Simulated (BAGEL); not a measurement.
# One shape, several levels: C2H7B (SMILES CBC)

Wanted: a comparison of 4 runs (B3LYP/6-31G*, B3LYP/def2-SVPD, PBE0/def2-SVPD, RI-MP2/def2-SVPD) of C2H7B. 

The results are computed with BAGEL 1.2.2.

1 further run of the same task is left out (set aside as unsound or not needed). Runs told in other sessions of the task aren't counted.

### 1 Starting point

C2H7B has 10 atoms, charge 0, and is taken as a singlet. As SMILES, `CBC`. The shape is that of a PBE0-D4/def2-TZVP optimisation.

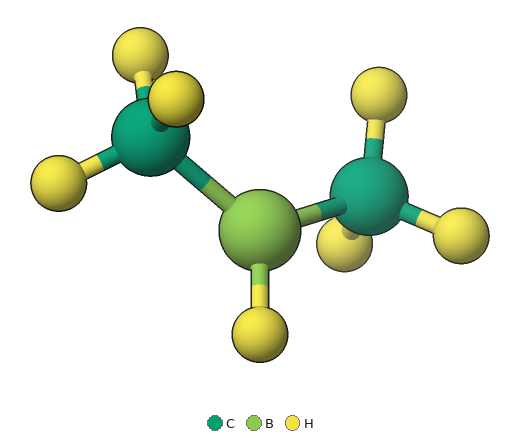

The structure, seen from a chosen angle (carbon teal, boron green, hydrogen yellow).

### 2 The energy at B3LYP/6-31G(d) (density fitting with qzvpp-jkfit, spherical functions) (run 1)

Contents of input.json:

```json
{ "bagel": [

{
  "title": "molecule",
  "basis": "6-31gs.json",
  "df_basis": "qzvpp-jkfit",
  "angstrom": true,
  "geometry": [
    { "atom": "C", "xyz": [      -0.866800,       0.874600,      -0.607300 ] },
    { "atom": "B", "xyz": [       0.104600,      -0.333600,      -0.456400 ] },
    { "atom": "C", "xyz": [       0.826500,      -0.693800,       0.875800 ] },
    { "atom": "H", "xyz": [      -1.880100,       0.442100,      -0.587100 ] },
    { "atom": "H", "xyz": [      -0.793000,       1.379200,      -1.574000 ] },
    { "atom": "H", "xyz": [      -0.820700,       1.609400,       0.199800 ] },
    { "atom": "H", "xyz": [       0.309300,      -1.024800,      -1.421300 ] },
    { "atom": "H", "xyz": [       0.932700,      -1.768600,       1.043000 ] },
    { "atom": "H", "xyz": [       0.414400,      -0.217500,       1.768500 ] },
    { "atom": "H", "xyz": [       1.856400,      -0.318200,       0.761900 ] }
  ]
},

{ "title": "ks", "xc_func": "b3lyp" },

{ "title": "print", "file": "orbitals.molden", "orbitals": true }

]}
```

The basis set 6-31G* is read from a file made from the Basis Set Exchange's data (not shown).

Started as:

```bash
$ BAGEL_NUM_THREADS=1 BAGEL input.json > input.out
```

The log of the run:

```text
* using 1 threads per process

  ===============================================================
  ===============================================================

  *** Geometry ***

  { "atom" : "C", "xyz" : [     -1.638015,      1.652754,     -1.147631 ] },
  { "atom" : "B", "xyz" : [      0.197665,     -0.630413,     -0.862471 ] },
  { "atom" : "C", "xyz" : [      1.561859,     -1.311092,      1.655022 ] },
  { "atom" : "H", "xyz" : [     -3.552874,      0.835448,     -1.109458 ] },
  { "atom" : "H", "xyz" : [     -1.498553,      2.606310,     -2.974429 ] },
  { "atom" : "H", "xyz" : [     -1.550898,      3.041325,      0.377567 ] },
  { "atom" : "H", "xyz" : [      0.584492,     -1.936591,     -2.685868 ] },
  { "atom" : "H", "xyz" : [      1.762548,     -3.342170,      1.970984 ] },
  { "atom" : "H", "xyz" : [      0.783103,     -0.411015,      3.341981 ] },
  { "atom" : "H", "xyz" : [      3.508088,     -0.601311,      1.439782 ] },

  Number of auxiliary basis functions:      351

  Since a DF basis is specified, we compute 2- and 3-index integrals:
    o Being stored without compression. Storage requirement is 0.009 GB

  Number of basis functions:       56
  Number of electrons      :       24

    * METHOD: MOLECULE                             0.32

  *** Kohn-Sham DFT ***

    * Removing 18170 points whose weight is below 1.00e-10
    * Grid points: 130890

  === Nuclear Repulsion ===
    66.8727389155

       - DIIS with orbital gradients will be used.

  === KS iteration (b3lyp / 6-31gs.json) ===
      0        -88.54850874          0.14554556           0.78
      1        -93.43986400          0.11716446           0.67
      2        -95.20284289          0.15182902           0.72
      3       -104.75943593          0.04110803           0.60
      4       -105.12477653          0.02478625           0.80
      5       -105.22186420          0.01552357           0.69
      6       -105.27318790          0.00397284           0.70
      7       -105.27708209          0.00039747           0.70
      8       -105.27711481          0.00009447           0.65
      9       -105.27711661          0.00001418           0.74
     10       -105.27711666          0.00000657           0.66
     11       -105.27711667          0.00000124           0.66
     12       -105.27711667          0.00000027           0.63
     13       -105.27711667          0.00000006           0.79
     14       -105.27711667          0.00000001           0.72
     15       -105.27711667          0.00000000           0.74
    * SCF iteration converged.

    * Permanent dipole moment:
           (    0.029459,    -0.101444,    -0.140104) a.u.

    * METHOD: KS                                  13.66

    * METHOD: PRINT                                0.03

  ===============================================================
```

Wall time 15 s (1 thread of AMD EPYC, shared host); peak memory 0.33 GiB.

### 3 The energy at B3LYP/def2-SVPD (density fitting with qzvpp-jkfit) (run 2)

Contents of job.json:

```json
{ "bagel" : [

{
  "title" : "molecule",
  "basis" : "def2-svpd.json",
  "df_basis" : "qzvpp-jkfit",
  "angstrom" : "true",
  "geometry" : [
    { "atom" : "C", "xyz" : [      -0.866800,       0.874600,      -0.607300 ] },
    { "atom" : "B", "xyz" : [       0.104600,      -0.333600,      -0.456400 ] },
    { "atom" : "C", "xyz" : [       0.826500,      -0.693800,       0.875800 ] },
    { "atom" : "H", "xyz" : [      -1.880100,       0.442100,      -0.587100 ] },
    { "atom" : "H", "xyz" : [      -0.793000,       1.379200,      -1.574000 ] },
    { "atom" : "H", "xyz" : [      -0.820700,       1.609400,       0.199800 ] },
    { "atom" : "H", "xyz" : [       0.309300,      -1.024800,      -1.421300 ] },
    { "atom" : "H", "xyz" : [       0.932700,      -1.768600,       1.043000 ] },
    { "atom" : "H", "xyz" : [       0.414400,      -0.217500,       1.768500 ] },
    { "atom" : "H", "xyz" : [       1.856400,      -0.318200,       0.761900 ] }
  ]
},

{
  "title" : "ks",
  "xc_func" : "b3lyp"
},

{
  "title" : "print",
  "file" : "orbitals.molden",
  "orbitals" : "true"
}

]}
```

The basis set def2-SVPD is read from a file made from the Basis Set Exchange's data (not shown).

Started as:

```bash
$ BAGEL_NUM_THREADS=1 BAGEL job.json > job.out
```

The log of the run:

```text
* using 1 threads per process

  ===============================================================
  ===============================================================

  *** Geometry ***

  { "atom" : "C", "xyz" : [     -1.638015,      1.652754,     -1.147631 ] },
  { "atom" : "B", "xyz" : [      0.197665,     -0.630413,     -0.862471 ] },
  { "atom" : "C", "xyz" : [      1.561859,     -1.311092,      1.655022 ] },
  { "atom" : "H", "xyz" : [     -3.552874,      0.835448,     -1.109458 ] },
  { "atom" : "H", "xyz" : [     -1.498553,      2.606310,     -2.974429 ] },
  { "atom" : "H", "xyz" : [     -1.550898,      3.041325,      0.377567 ] },
  { "atom" : "H", "xyz" : [      0.584492,     -1.936591,     -2.685868 ] },
  { "atom" : "H", "xyz" : [      1.762548,     -3.342170,      1.970984 ] },
  { "atom" : "H", "xyz" : [      0.783103,     -0.411015,      3.341981 ] },
  { "atom" : "H", "xyz" : [      3.508088,     -0.601311,      1.439782 ] },

  Number of auxiliary basis functions:      351

  Since a DF basis is specified, we compute 2- and 3-index integrals:
    o Being stored without compression. Storage requirement is 0.038 GB

  Number of basis functions:      116
  Number of electrons      :       24

    * METHOD: MOLECULE                             0.57

  *** Kohn-Sham DFT ***

    * Removing 18170 points whose weight is below 1.00e-10
    * Grid points: 130890

  === Nuclear Repulsion ===
    66.8727389155

       - DIIS with orbital gradients will be used.

  === KS iteration (b3lyp / def2-svpd.json) ===
      0        -86.21721930          0.08592595           1.43
      1        -85.10671150          0.13194527           1.27
      2        -93.38654608          0.09711402           1.25
      3       -104.58737656          0.02958170           1.20
      4       -105.12202290          0.01443653           1.29
      5       -105.18754877          0.00698404           1.14
      6       -105.20182989          0.00426429           1.21
      7       -105.20909490          0.00097743           1.15
      8       -105.20949168          0.00015163           1.22
      9       -105.20950086          0.00001840           1.31
     10       -105.20950101          0.00000268           1.32
     11       -105.20950101          0.00000050           1.57
     12       -105.20950101          0.00000021           1.39
     13       -105.20950101          0.00000004           1.34
     14       -105.20950101          0.00000001           1.14
     15       -105.20950101          0.00000000           1.10
    * SCF iteration converged.

    * Permanent dipole moment:
           (    0.027849,    -0.095395,    -0.132078) a.u.

    * METHOD: KS                                  23.65

    * METHOD: PRINT                                0.08

  ===============================================================
```

It took 25 s on 1 thread of AMD EPYC, shared host; peak memory 0.65 GiB.

Run 3 isn't shown in full; the table further down has it.

### 4 The energy at RI-MP2/def2-SVPD (density fitting with qzvpp-jkfit) (run 4)

Contents of calc.json:

```json
{ "bagel" : [

{
  "title" : "molecule",
  "basis" : "def2-svpd.json",
  "df_basis" : "qzvpp-jkfit",
  "angstrom" : true,
  "geometry" : [
    { "atom" : "C", "xyz" : [   -0.866800,    0.874600,   -0.607300 ] },
    { "atom" : "B", "xyz" : [    0.104600,   -0.333600,   -0.456400 ] },
    { "atom" : "C", "xyz" : [    0.826500,   -0.693800,    0.875800 ] },
    { "atom" : "H", "xyz" : [   -1.880100,    0.442100,   -0.587100 ] },
    { "atom" : "H", "xyz" : [   -0.793000,    1.379200,   -1.574000 ] },
    { "atom" : "H", "xyz" : [   -0.820700,    1.609400,    0.199800 ] },
    { "atom" : "H", "xyz" : [    0.309300,   -1.024800,   -1.421300 ] },
    { "atom" : "H", "xyz" : [    0.932700,   -1.768600,    1.043000 ] },
    { "atom" : "H", "xyz" : [    0.414400,   -0.217500,    1.768500 ] },
    { "atom" : "H", "xyz" : [    1.856400,   -0.318200,    0.761900 ] }
  ]
},
{ "title" : "hf" },
{ "title" : "mp2", "ncore" : 3 }

]}
```

The basis set def2-SVPD is read from a file made from the Basis Set Exchange's data (not shown).

Started as:

```bash
$ BAGEL_NUM_THREADS=1 BAGEL calc.json > calc.out
```

The log of the run:

```text
* using 1 threads per process

  ===============================================================
  ===============================================================

  *** Geometry ***

  { "atom" : "C", "xyz" : [     -1.638015,      1.652754,     -1.147631 ] },
  { "atom" : "B", "xyz" : [      0.197665,     -0.630413,     -0.862471 ] },
  { "atom" : "C", "xyz" : [      1.561859,     -1.311092,      1.655022 ] },
  { "atom" : "H", "xyz" : [     -3.552874,      0.835448,     -1.109458 ] },
  { "atom" : "H", "xyz" : [     -1.498553,      2.606310,     -2.974429 ] },
  { "atom" : "H", "xyz" : [     -1.550898,      3.041325,      0.377567 ] },
  { "atom" : "H", "xyz" : [      0.584492,     -1.936591,     -2.685868 ] },
  { "atom" : "H", "xyz" : [      1.762548,     -3.342170,      1.970984 ] },
  { "atom" : "H", "xyz" : [      0.783103,     -0.411015,      3.341981 ] },
  { "atom" : "H", "xyz" : [      3.508088,     -0.601311,      1.439782 ] },

  Number of auxiliary basis functions:      351

  Since a DF basis is specified, we compute 2- and 3-index integrals:
    o Being stored without compression. Storage requirement is 0.038 GB

  Number of basis functions:      116
  Number of electrons      :       24

    * METHOD: MOLECULE                             0.52

  *** RHF ***

  === Nuclear Repulsion ===
    66.8727389155

      * DIIS with orbital gradients will be used.

  === RHF iteration (def2-svpd.json) ===
      0       -104.24409854          0.01668520           0.12
      1       -104.39630777          0.00763983           0.13
      2       -104.42131266          0.00151347           0.12
      3       -104.42306744          0.00017952           0.10
      4       -104.42309376          0.00004236           0.09
      5       -104.42309522          0.00000968           0.11
      6       -104.42309530          0.00000301           0.12
      7       -104.42309531          0.00000098           0.13
      8       -104.42309531          0.00000029           0.12
      9       -104.42309531          0.00000008           0.13
     10       -104.42309531          0.00000002           0.18
     11       -104.42309531          0.00000001           0.13
    * SCF iteration converged.

    * Permanent dipole moment:
           (    0.023975,    -0.081639,    -0.113281) a.u.

    * METHOD: HF                                   1.86

  *** RHF ***

  === Nuclear Repulsion ===
    66.8727389155

      * DIIS with orbital gradients will be used.

  === RHF iteration (def2-svpd.json) ===
      0       -104.42309531          0.00000000           0.10
    * SCF iteration converged.

    * Permanent dipole moment:
           (    0.023975,    -0.081639,    -0.113281) a.u.

  === DF-MP2 calculation ===

    * freezing 3 orbitals
    * 3-index integral transformation done
    * assembly done

      MP2 correlation energy:   -0.3946407106      0.14

      MP2 total energy:       -104.8177360237

    * METHOD: MP2                                  0.42

  ===============================================================
```

Run time: 3.6 s. Hardware: 1 thread of AMD EPYC, shared host; peak memory 0.11 GiB.

### 5 All runs side by side

| run | level | frozen core orbitals | energy (Eh) | dipole moment (D) | HOMO energy (eV) | LUMO energy (eV) | wall time |
| --- | --- | --- | --- | --- | --- | --- | --- |
| 1 | B3LYP/6-31G* (density fitting with qzvpp-jkfit, spherical functions) | – | -105.277117 | 0.45 | -8.24 | -0.40 | 15 s |
| 2 | B3LYP/def2-SVPD (density fitting with qzvpp-jkfit) | – | -105.209501 | 0.42 | -8.48 | -0.83 | 25 s |
| 3 | PBE0/def2-SVPD (density fitting with qzvpp-jkfit) | – | -105.058119 | 0.44 | -8.65 | -0.59 | 33 s |
| 4 | RI-MP2/def2-SVPD (density fitting with qzvpp-jkfit) | 3 | -104.817736 | – | – | – | 3.6 s |

### 6 Outcome

```
                                          quantity          value
                               run 4: total energy  -104.81774 Eh
run 4: correlation energy (3 core orbitals frozen)     -394.6 mEh
```

In words: Over runs 1, 2, 3 the dipole moment (its size) runs from 0.42 D (B3LYP/def2-SVPD) to 0.45 D (B3LYP/6-31G*). Over runs 1, 2, 3 the HOMO–LUMO gap runs from 7.65 eV (B3LYP/def2-SVPD) to 8.06 eV (PBE0/def2-SVPD). Totals of different functionals can't be ranked against each other. All runs together took 76 s, the longest 33 s.
